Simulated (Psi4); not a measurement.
# OH− (hydroxide) at B3LYP/aug-cc-pVTZ

Aim: the energy change on altering one bond length of OH− (hydroxide) at B3LYP/aug-cc-pVTZ, from 2 runs. 

Program for the calculation: Psi4 1.11.

2 further runs of the same task are left out: 2 set aside as unsound or not needed.

**1. The molecule**

OH−: 2 atoms, total charge -1, spin state singlet. SMILES: `[OH-]`. The coordinates come from a PBE0-D4/def2-TZVPD relaxation.

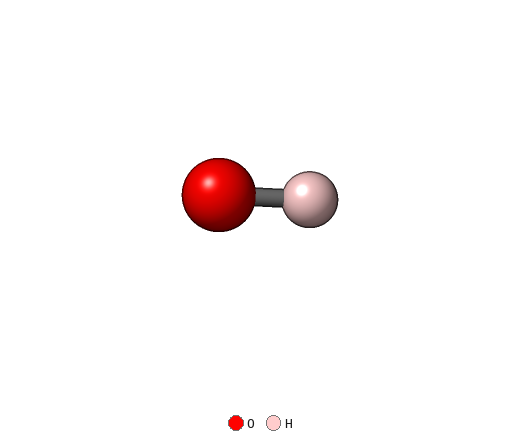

Viewed from a chosen angle; oxygen red, hydrogen pink.

**2. A single-point energy at B3LYP/aug-cc-pVTZ**

File job.json:

```json
{
 "schema_name": "qcschema_input",
 "schema_version": 1,
 "molecule": {
  "schema_name": "qcschema_molecule",
  "schema_version": 2,
  "symbols": ["O", "H"],
  "geometry": [0.77818922, -0.2490659, 0.4015668, -0.77818922, 0.2490659, -0.4015668],
  "molecular_charge": -1,
  "molecular_multiplicity": 1,
  "fix_symmetry": "c1",
  "fix_com": true,
  "fix_orientation": true
 },
 "driver": "energy",
 "model": {
  "method": "b3lyp",
  "basis": "aug-cc-pVTZ"
 },
 "keywords": {
  "puream": true,
  "e_convergence": 1e-09,
  "d_convergence": 1e-08,
  "scf_type": "pk",
  "dft_radial_points": 99,
  "dft_spherical_points": 590
 }
}
```

Launch:

```bash
psi4 --qcschema job.json -n 1 --memory 1600MB
```

stdout, shortened:

```text
[...]
  Running in c1 symmetry.
[...]
  Nuclear repulsion =    4.393567041470713
[...]
  Multiplicity = 1
[...]
  Nalpha       = 5
  Nbeta        = 5
[...]
    Number of basis functions: 69
[...]
   @RKS iter   1:   -75.45994843382068   -1.16243e-01   1.40535e-02 DIIS/ADIIS
[...]
   @RKS iter  10:   -75.83626800111101   -7.24754e-11   3.74625e-09 DIIS
[...]
    Orbital Energies [Eh]
    ---------------------
    Doubly Occupied:
       1A    -18.779174     2A     -0.600800     3A     -0.100485
       4A      0.036415     5A      0.036415
[...]
  @RKS Final Energy:   -75.83626800111101
   => Energetics <=
    Nuclear Repulsion Energy =              4.3935670414707131
    One-Electron Energy =                -116.3378785683122629
    Two-Electron Energy =                  43.4921123926195676
    DFT Exchange-Correlation Energy =      -7.3840688668890184
    Empirical Dispersion Energy =           0.0000000000000000
    VV10 Nonlocal Energy =                  0.0000000000000000
    Total Energy =                        -75.8362680011110086
[...]
 Multipole Moments:
 ------------------------------------------------------------------------------------
     Multipole            Electronic (a.u.)      Nuclear  (a.u.)        Total (a.u.)
 ------------------------------------------------------------------------------------
 L = 1.  Multiply by 2.5417464519 to convert [e a0] to [Debye]
 Dipole X            :         -6.5194487            5.4473245           -1.0721242
 Dipole Y            :          2.0866035           -1.7434613            0.3431422
 Dipole Z            :         -3.3642128            2.8109676           -0.5532452
 Magnitude           :                                                    1.2543034
[...]
```

The result, in JSON:

```text
{
 "driver": "energy",
 "model": {
  "method": "b3lyp",
  "basis": "aug-cc-pVTZ"
 },
 "success": true,
 "return_result": -75.83626800111101,
 "properties": {
  "calcinfo_nbasis": 69,
  "calcinfo_nmo": 69,
  "calcinfo_nalpha": 5,
  "calcinfo_nbeta": 5,
  "calcinfo_natom": 2,
  "nuclear_repulsion_energy": 4.393567041470713,
  "return_energy": -75.83626800111101,
  "scf_one_electron_energy": -116.33787856831226,
  "scf_two_electron_energy": 43.49211239261957,
  "scf_xc_energy": -7.384068866889018,
  "scf_dipole_moment": [-1.072124163349823, 0.3431422111661695, -0.5532452241873274],
  "scf_total_energy": -75.83626800111101,
  "scf_iterations": 10
 }
}
```

Wall time 3.3 s (1 thread of Intel Xeon 6975P-C (Granite Rapids), shared host); peak memory 0.49 GiB.

**3. The distorted shape at the same level**

File calc.py:

```python
import psi4

psi4.set_memory(1600000000)
psi4.set_num_threads(1)
psi4.core.set_output_file('ho.out', False)

m = psi4.geometry("""
-1 1
O
H 1 1.445301
symmetry c1
no_reorient
no_com
""")

psi4.set_options({
    'basis': 'aug-cc-pVTZ',
    'reference': 'rks',
    'puream': True,
    'e_convergence': 1e-09,
    'd_convergence': 1e-08,
    'scf_type': 'pk',
    'dft_radial_points': 99,
    'dft_spherical_points': 590,
})

e, wfn = psi4.energy('B3LYP', molecule=m, return_wfn=True)
psi4.oeprop(wfn, 'QUADRUPOLE', 'DIPOLE', 'LOWDIN_CHARGES', title='B3LYP')
print('E =', round(e, 9))
for k, v in sorted(psi4.core.scalar_variables().items()):
    print(f'{k:45s} {v:18.10f}')
```

Launch:

```bash
python calc.py
```

ho.out, shortened:

```text
[...]
  Running in c1 symmetry.
[...]
  Nuclear repulsion =    2.929090677554364
[...]
  Multiplicity = 1
[...]
  Nalpha       = 5
  Nbeta        = 5
[...]
    Number of basis functions: 69
[...]
   @RKS iter   1:   -75.29829757929394   -1.01318e-01   1.45895e-02 DIIS/ADIIS
[...]
   @RKS iter  11:   -75.75760142886297   -2.41585e-12   1.99175e-09 DIIS
[...]
    Orbital Energies [Eh]
    ---------------------
    Doubly Occupied:
       1A    -18.832180     2A     -0.556036     3A     -0.069857
       4A      0.024282     5A      0.024282
[...]
  @RKS Final Energy:   -75.75760142886297
   => Energetics <=
    Nuclear Repulsion Energy =              2.9290906775543641
    One-Electron Energy =                -113.3287089386316211
    Two-Electron Energy =                  41.9069056945684224
    DFT Exchange-Correlation Energy =      -7.2648888623541454
    Empirical Dispersion Energy =           0.0000000000000000
    VV10 Nonlocal Energy =                  0.0000000000000000
    Total Energy =                        -75.7576014288629693
[...]
 Multipole Moments:
 ------------------------------------------------------------------------------------
     Multipole            Electronic (a.u.)      Nuclear  (a.u.)        Total (a.u.)
 ------------------------------------------------------------------------------------
 L = 1.  Multiply by 2.5417464519 to convert [e a0] to [Debye]
 Dipole X            :         -0.0000000            0.0000000           -0.0000000
 Dipole Y            :          0.0000000            0.0000000            0.0000000
 Dipole Z            :         -1.2368794            1.2742017            0.0373223
 Magnitude           :                                                    0.0373223
 L = 2.  Multiply by 1.3450342976 to convert [e a0^2] to [Debye ang]
 Quadrupole XX       :         -8.3439901            0.0000000           -8.3439901
 Quadrupole XY       :         -0.0000001            0.0000000           -0.0000001
[...]
```

The script printed:

```text
E = -75.757601429
CURRENT ENERGY                                    -75.7576014289
CURRENT REFERENCE ENERGY                          -75.7576014289
DD SOLVATION ENERGY                                 0.0000000000
DFT FUNCTIONAL TOTAL ENERGY                       -75.7576014289
DFT TOTAL ENERGY                                  -75.7576014289
DFT VV10 ENERGY                                     0.0000000000
DFT XC ENERGY                                      -7.2648888624
GRID ELECTRONS ALPHA                                5.0000001554
GRID ELECTRONS BETA                                 5.0000001554
GRID ELECTRONS TOTAL                               10.0000003108
NUCLEAR REPULSION ENERGY                            2.9290906776
ONE-ELECTRON ENERGY                              -113.3287089386
PCM POLARIZATION ENERGY                             0.0000000000
PE ENERGY                                           0.0000000000
SCF ITERATION ENERGY                              -75.7576014289
SCF ITERATIONS                                     11.0000000000
SCF TOTAL ENERGY                                  -75.7576014289
TWO-ELECTRON ENERGY                                41.9069056946
XC GRID RADIAL POINTS                              99.0000000000
XC GRID SPHERICAL POINTS                          590.0000000000
XC GRID TOTAL POINTS                           114803.0000000000
```

Wall time 3.6 s (1 thread of Intel Xeon 6975P-C (Granite Rapids), shared host); peak memory 0.5 GiB.

**4. Summary of results**

At B3LYP/aug-cc-pVTZ:

| quantity | value |
| --- | --- |
| first shape: total energy | -75.83627 Eh |
| first shape: HOMO energy | 0.99 eV |
| first shape: LUMO energy | 3.84 eV |
| first shape: HOMO–LUMO gap (to an unbound level, set by the basis) | 2.85 eV |
| distorted shape: total energy | -75.75760 Eh |
| distorted shape: HOMO energy | 0.66 eV |
| distorted shape: LUMO energy | 3.66 eV |
| distorted shape: HOMO–LUMO gap (to an unbound level, set by the basis) | 2.99 eV |
| energy change with the O1–H2 bond stretched from 0.964 to 1.445 Å | 2.141 eV |

With the O1–H2 bond stretched from 0.964 to 1.445 Å the energy rises by 2.14 eV (207 kJ/mol). The first shape isn't relaxed at this level, so the change isn't measured from a minimum. The HOMO (first shape) lies at positive energy, 0.99 eV; only total energies tell whether the electron is bound. The HOMO (distorted shape) lies at positive energy, 0.66 eV; only total energies tell whether the electron is bound.
